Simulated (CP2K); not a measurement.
**C2H7AlSi2 (SMILES C#C[SiH2][AlH][SiH3]) at IPEA1-xTB**

Aim: the vertical ionisation energy of C2H7AlSi2 at IPEA1-xTB, from 2 runs. 

The results are computed with CP2K 2026.2.

3 further runs of the same task are left out: 3 set aside as unsound or not needed.

### 1 Starting point

C2H7AlSi2 has 12 atoms, charge 0, and is taken as a singlet. As SMILES, `C#C[SiH2][AlH][SiH3]`. Geometry: a rough force-field guess. This is one conformer, not always the lowest.

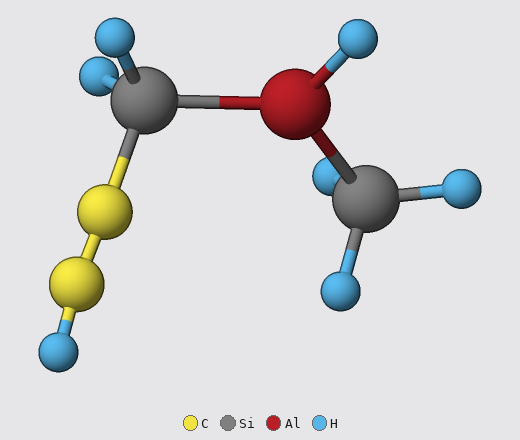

Viewed from a chosen angle; carbon yellow, silicon grey, aluminium red, hydrogen blue.

### 2 Energy and gradient at IPEA1-xTB

mol.inp reads:

```
&global
  project_name mol
  run_type ENERGY_FORCE
  print_level MEDIUM
&end
&force_eval
  method QUICKSTEP
  &dft
    charge 0
    multiplicity 1
    &qs
      method XTB
      eps_default 1.0E-10
      &xtb
        gfn_type TBLITE
        &tblite
          method IPEA1
        &end
        check_atomic_charges F
      &end
    &end
    &poisson
      periodic NONE
      poisson_solver ANALYTIC
    &end
    &scf
      scf_guess ATOMIC
      eps_scf 1.0E-07
      max_scf 150
      added_mos 4
      &diagonalization
        algorithm STANDARD
      &end
      &mixing
        method DIRECT_P_MIXING
        alpha 0.4
      &end
      &smear ON
        method FERMI_DIRAC
        electronic_temperature [K] 300
      &end
    &end
    &print
      &moments
        periodic F
        reference COM
        max_moment 1
      &end
      &mo ON
        energies T
        occupation_numbers T
        ndigits 6
        &each
          qs_scf 0
        &end
        add_last NUMERIC
      &end
      &hirshfeld OFF
      &end
    &end
  &end
  &subsys
    &cell
      abc [angstrom] 16.9 16.7 17.9
      periodic NONE
    &end
    &coord
      UNIT bohr
      C      3.3703265     3.6409353     3.0443488
      C      2.3385361     1.6446286     2.9436264
      Si     0.8749432    -1.4720967     2.7971726
      Al    -2.2843009    -1.4101136    -0.1075254
      Si    -1.6251645    -0.3274895    -4.3750939
      H      4.0974932     5.5788495     3.0864897
      H      0.0317474    -2.1631695     5.3462242
      H      2.9205717    -3.2869896     1.9936611
      H     -5.2171559    -2.0815333     0.8717307
      H     -0.5716422     2.2586007    -4.3856764
      H      0.1757445    -2.1006196    -5.3972468
      H     -3.9654013    -0.3853152    -5.7532712
    &end
    &topology
      &center_coordinates
      &end
    &end
  &end
  &print
    &forces ON
    &end
  &end
&end
```

Launch:

```
$ OMP_NUM_THREADS=1 cp2k.psmp -i mol.inp -o mol.out
```

Standard output:

```text
CP2K| version string:                                       CP2K version 2026.2
[...]
 GLOBAL| Method name                                                        CP2K
[...]
 GLOBAL| Run type                                                   ENERGY_FORCE
[...]
                             - Atoms:                                         12
[...]
                             - Spherical basis functions:                     51
[...]
 Number of electrons:                                                         26
[...]
  *** SCF run converged in    13 steps ***
[...]
  Fermi energy:                                                -0.30705176335874
[...]
 TB_DIPOLE| Moment [Debye]          1.42257376       1.35269138       0.07379257
 TB_DIPOLE| Derivative [a.u.]       0.00000000       0.00000000       0.00000000
[...]
 ENERGY| Total FORCE_EVAL ( QS ) energy [hartree]            -13.700264756855656
 FORCES| Atomic forces [hartree/bohr]
 FORCES|   Atom     x               y               z               |f|
 FORCES|      1  3.47676467E-02  9.30863019E-02  1.56315339E-03   9.93795367E-02
 FORCES|      2 -1.96696874E-02 -5.54482190E-02  2.84849945E-03   5.89025937E-02
 FORCES|      3  1.15618758E-02 -2.59251135E-02  1.12070832E-02   3.05186368E-02
 FORCES|      4 -3.75061278E-02 -3.98759568E-03 -7.22030185E-03   3.84023867E-02
 FORCES|      5 -5.05772708E-03  4.48332596E-03  2.52629787E-02   2.61514609E-02
 FORCES|      6 -7.33480133E-03 -3.08044481E-02  7.86281877E-05   3.16657468E-02
 FORCES|      7  1.34771317E-02  2.37228404E-03 -3.41638982E-03   1.41043444E-02
 FORCES|      8 -1.12845025E-02  1.45680681E-02  1.26416079E-02   2.23467863E-02
 FORCES|      9  1.87880290E-02  4.33023385E-03 -7.04692727E-03   2.05280331E-02
 FORCES|     10 -2.37211746E-03 -1.06547115E-02 -1.04178544E-02   1.50891189E-02
 FORCES|     11  2.04457536E-03  4.24115295E-03 -1.06044656E-02   1.16026875E-02
 FORCES|     12  2.58570494E-03  3.73872105E-03 -1.48960118E-02   1.55741797E-02
 FORCES| Sum    -2.91433544E-16 -5.93709110E-16 -1.97758476E-16
[...]
```

It took 0.24 s on 1 thread of Arm Neoverse V2, shared host.

### 3 The doublet cation, same level

mol.inp reads:

```
&GLOBAL
  PROJECT_NAME mol
  RUN_TYPE ENERGY_FORCE
  PRINT_LEVEL MEDIUM
&END GLOBAL

&FORCE_EVAL
  METHOD Quickstep
  &DFT
    CHARGE 1
    MULTIPLICITY 2
    UNRESTRICTED_KOHN_SHAM T
    &QS
      METHOD XTB
      EPS_DEFAULT 1.0E-10
      &XTB
        GFN_TYPE TBLITE
        &TBLITE
          METHOD IPEA1
        &END TBLITE
        CHECK_ATOMIC_CHARGES F
      &END XTB
    &END QS
    &POISSON
      PERIODIC NONE
      POISSON_SOLVER ANALYTIC
    &END POISSON
    &SCF
      SCF_GUESS ATOMIC
      EPS_SCF 1.0E-07
      MAX_SCF 150
      ADDED_MOS 2
      &DIAGONALIZATION
        ALGORITHM STANDARD
      &END DIAGONALIZATION
      &MIXING
        METHOD DIRECT_P_MIXING
        ALPHA 0.4
      &END MIXING
      &SMEAR ON
        METHOD FERMI_DIRAC
        ELECTRONIC_TEMPERATURE [K] 300
      &END SMEAR
    &END SCF
    &PRINT
      &MOMENTS
        PERIODIC F
        REFERENCE COM
        MAX_MOMENT 1
      &END MOMENTS
      &MO ON
        ENERGIES T
        OCCUPATION_NUMBERS T
        NDIGITS 6
        &EACH
          QS_SCF 0
        &END EACH
        ADD_LAST NUMERIC
      &END MO
      &HIRSHFELD OFF
      &END HIRSHFELD
    &END PRINT
  &END DFT
  &SUBSYS
    &CELL
      ABC 16.9 16.7 17.9
      PERIODIC NONE
    &END CELL
    &COORD
      UNIT bohr
      C      3.3703265     3.6409353     3.0443488
      C      2.3385361     1.6446286     2.9436264
      Si     0.8749432    -1.4720967     2.7971726
      Al    -2.2843009    -1.4101136    -0.1075254
      Si    -1.6251645    -0.3274895    -4.3750939
      H      4.0974932     5.5788495     3.0864897
      H      0.0317474    -2.1631695     5.3462242
      H      2.9205717    -3.2869896     1.9936611
      H     -5.2171559    -2.0815333     0.8717307
      H     -0.5716422     2.2586007    -4.3856764
      H      0.1757445    -2.1006196    -5.3972468
      H     -3.9654013    -0.3853152    -5.7532712
    &END COORD
    &TOPOLOGY
      &CENTER_COORDINATES
      &END CENTER_COORDINATES
    &END TOPOLOGY
  &END SUBSYS
  &PRINT
    &FORCES ON
    &END FORCES
  &END PRINT
&END FORCE_EVAL
```

Launch:

```
$ OMP_NUM_THREADS=1 cp2k.psmp -i mol.inp -o mol.out
```

Standard output:

```text
CP2K| version string:                                       CP2K version 2026.2
[...]
 GLOBAL| Method name                                                        CP2K
[...]
 GLOBAL| Run type                                                   ENERGY_FORCE
[...]
                             - Atoms:                                         12
[...]
                             - Spherical basis functions:                     51
[...]
 Number of electrons:                                                         13
[...]
  *** SCF run converged in    18 steps ***
[...]
  Fermi energy:                                                -0.50332609803057
[...]
 TB_DIPOLE| Moment [Debye]          0.29446532       0.35310951      -1.56400617
 TB_DIPOLE| Derivative [a.u.]       0.00000000       0.00000000       0.00000000
[...]
 ENERGY| Total FORCE_EVAL ( QS ) energy [hartree]            -13.261378638585176
 FORCES| Atomic forces [hartree/bohr]
 FORCES|   Atom     x               y               z               |f|
 FORCES|      1  3.60080661E-02  9.71123076E-02  1.22283499E-03   1.03580290E-01
 FORCES|      2 -2.74278800E-02 -6.05594810E-02 -1.18986047E-03   6.64917672E-02
 FORCES|      3  3.33304555E-02 -1.93906754E-02  1.69497469E-02   4.21213898E-02
 FORCES|      4 -4.78621050E-02 -7.50792179E-03 -1.38379484E-03   4.84671525E-02
 FORCES|      5  6.80072516E-03  1.09703283E-02  6.24554684E-03   1.43389267E-02
 FORCES|      6 -5.99125422E-03 -3.00726520E-02  9.85837606E-04   3.06794948E-02
 FORCES|      7  1.66133238E-03  1.58046381E-03 -6.71655234E-03   7.09718018E-03
 FORCES|      8 -1.37113455E-02  1.16464192E-02  6.57215973E-03   1.91528943E-02
 FORCES|      9  2.05516863E-02  4.81235732E-03 -7.54595568E-03   2.24158881E-02
 FORCES|     10 -2.41978342E-03 -8.16814529E-03 -3.78847689E-03   9.32343855E-03
 FORCES|     11  3.37020665E-03 -8.54097149E-04 -5.56635889E-03   6.56293578E-03
 FORCES|     12 -4.31010403E-03  4.31096425E-04 -5.78512694E-03   7.22706957E-03
 FORCES| Sum     1.52655666E-16  3.51389924E-16  1.21430643E-17
[...]
```

It took 0.28 s on 1 thread of Arm Neoverse V2, shared host.

### 4 What came out

At IPEA1-xTB:

| quantity | value |
| --- | --- |
| singlet C2H7AlSi2: total energy | -13.70026 Eh |
| singlet C2H7AlSi2: dipole moment (from atomic charges alone) | 1.96 D |
| singlet C2H7AlSi2: HOMO energy | -10.33 eV |
| singlet C2H7AlSi2: LUMO energy | -7.46 eV |
| singlet C2H7AlSi2: HOMO–LUMO gap | 2.88 eV |
| singlet C2H7AlSi2: largest force on an atom | 5.110 eV/Å |
| doublet cation: total energy | -13.26138 Eh |
| doublet cation: HOMO energy (highest over α and β) | -13.80 eV |
| doublet cation: LUMO energy (lowest over α and β) | -13.60 eV |
| doublet cation: largest force on an atom | 5.326 eV/Å |
| vertical ionisation energy (to the doublet cation) | 11.943 eV |

**Reading.** The vertical ionisation energy comes to 11.94 eV (1152 kJ/mol). The largest force (singlet C2H7AlSi2) is 5.11 eV/Å: the shape isn't a stationary point for this species at this level. xTB total energies overstate such differences by several eV unless an empirical shift is taken off; none is applied here. The dipole (singlet C2H7AlSi2) comes from point charges on the atoms alone, without atomic dipoles, so it is partial.
